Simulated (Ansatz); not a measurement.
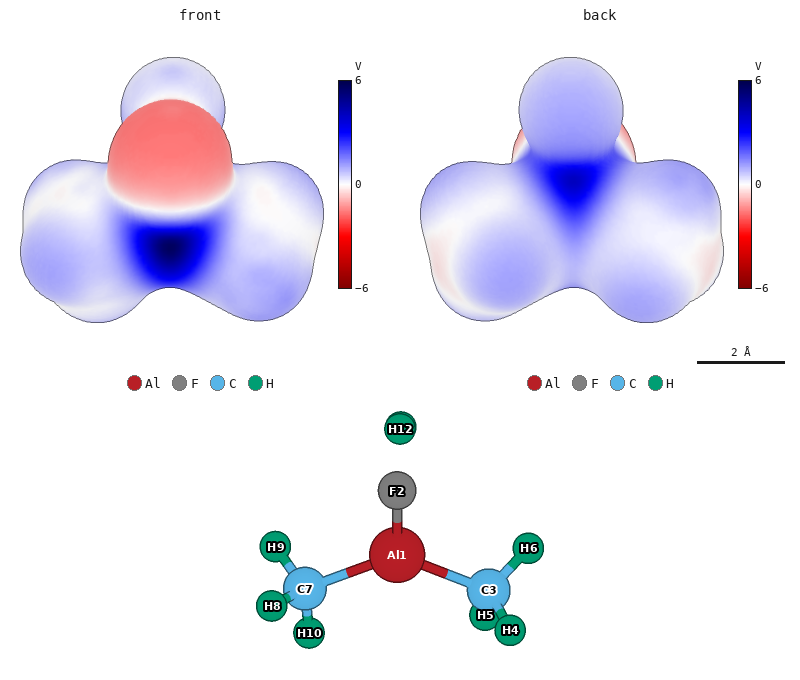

Figure 1: C2H6AlF···H2. The electrostatic potential painted on the density surface at 0.004 e/bohr³, seen from the front and from behind; red is negative and blue positive. The bare structure is drawn below in the same view.

Not at a stationary point (largest force 1.6 eV/Å).

The calculation used RKS PBE0/6-31G* in Ansatz 0.2.0.

```yaml
atoms:
  - { symbol: Al, position_ang: [0.0075, -0.1581, -0.0869] }
  - { symbol: F, position_ang: [-0.0055, -0.3469, 1.5840] }
  - { symbol: C, position_ang: [1.7484, -0.0847, -0.9695] }
  - { symbol: H, position_ang: [2.1566, -1.0860, -1.1606] }
  - { symbol: H, position_ang: [1.6842, 0.4202, -1.9419] }
  - { symbol: H, position_ang: [2.4948, 0.4446, -0.3658] }
  - { symbol: C, position_ang: [-1.7356, -0.0779, -0.9640] }
  - { symbol: H, position_ang: [-2.3664, -0.9437, -0.7258] }
  - { symbol: H, position_ang: [-2.2993, 0.8053, -0.6367] }
  - { symbol: H, position_ang: [-1.6497, -0.0241, -2.0559] }
  - { symbol: H, position_ang: [0.0639, 2.3602, 1.0475] }
  - { symbol: H, position_ang: [0.0470, 1.7740, 1.4453] }
```

Q: Which sites attract a positive test charge, and which a negative one?

A: A positive charge is drawn to the negative regions and a negative charge to the positive ones. The most negative region (about −1.6 V) lies over F2, the most positive (about +5.0 V) over Al1.
